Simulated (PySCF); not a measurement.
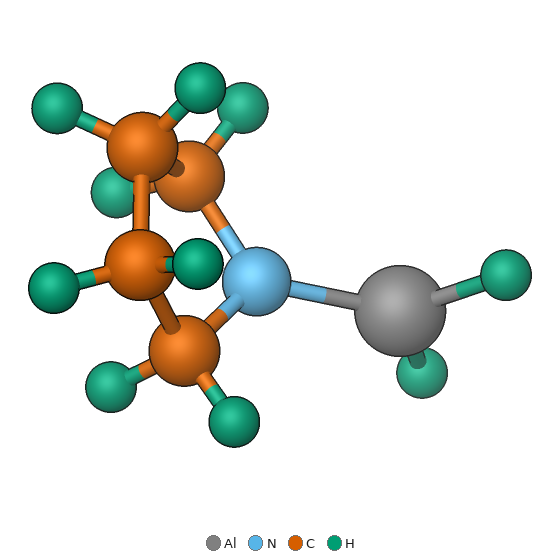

Geometry used (C₄H₁₀AlN, SMILES [AlH2][N]1CCCC1, singlet).

Vertical TDDFT excitations, PBE0/def2-SVPD, PySCF 2.14.0, at a GFN2-xTB geometry (no frequency check), gas phase.

### Predict the low-lying singlet excitations and the spectrum.

The lowest singlet lies at 3.20 eV (387 nm, f = 0.000); the brightest of the first 6 is S4 at 5.84 eV (212 nm), f = 0.044, mainly HOMO → LUMO+2 (80 %). No singlet lies below 3.1 eV (beyond 400 nm), so at this level no vertical transition falls in the visible.


| state | E (eV) | λ (nm) | f | main character |
| --- | --- | --- | --- | --- |
| S1 | 3.20 | 387 | 0.000 | HOMO → LUMO (99 %) |
| S2 | 4.98 | 249 | 0.007 | HOMO → LUMO+1 (95 %) |
| S3 | 5.57 | 223 | 0.000 | HOMO−1 → LUMO (100 %) |
| S4 | 5.84 | 212 | 0.044 | HOMO → LUMO+2 (80 %) |
| S5 | 6.10 | 203 | 0.017 | HOMO → LUMO+3 (70 %) |
| S6 | 6.31 | 196 | 0.031 | HOMO → LUMO+4 (83 %) |

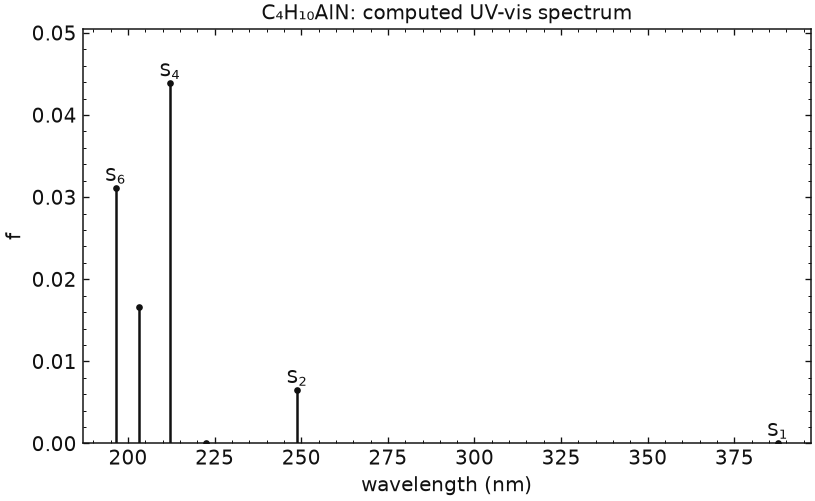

Only the first 6 singlet excitations are included.

Known limits of this run: states above the negative HOMO energy depend on the basis; the tight-binding geometry is rougher than a DFT one and adds to the error; one conformer of a flexible molecule; core orbitals are frozen in the response.
